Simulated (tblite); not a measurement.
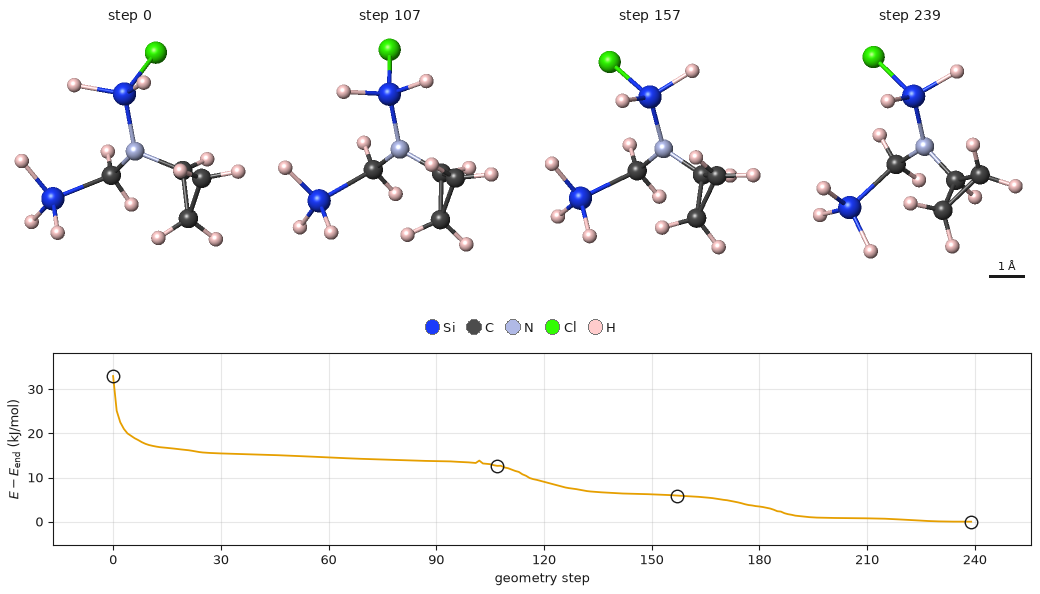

Frames of a relaxation of C4H12ClNSi2, marked on the history of the run. A ball-and-stick model, seen at a tilt.

Theory: tblite, GFN2-xTB geometry optimisation, gas phase. 

**Describe the path.**

After 239 geometry steps the energy has fallen by 33.0 kJ/mol. The atom that moves furthest after the best rigid fit is the Cl atom (1.84 Å). Largest moves by element: Cl 1.84 Å, H 1.78 Å, C 0.99 Å, Si 0.62 Å, N 0.47 Å. Near-neighbour distances that change, for instance: C–N 1.501 → 1.424 Å, Cl–Si 2.063 → 2.015 Å, H–Si 1.492 → 1.464 Å, C–Si 1.886 → 1.912 Å. Bond angles that change, for instance: N–Si–H 109.3° → 115.5°, N–C–H 111.7° → 107.9°, Si–C–H 106.7° → 109.9°. The run took 4.2 s on 1 thread of Arm Neoverse N1 (shared host). From step 0 to 107: Cl and H atoms move most (0.78 Å), energy −20.3 kJ/mol. From step 107 to 157: the Cl atom moves most (1.23 Å), energy −6.73 kJ/mol. From step 157 to 239: an H atom moves most (1.05 Å), energy −5.91 kJ/mol.
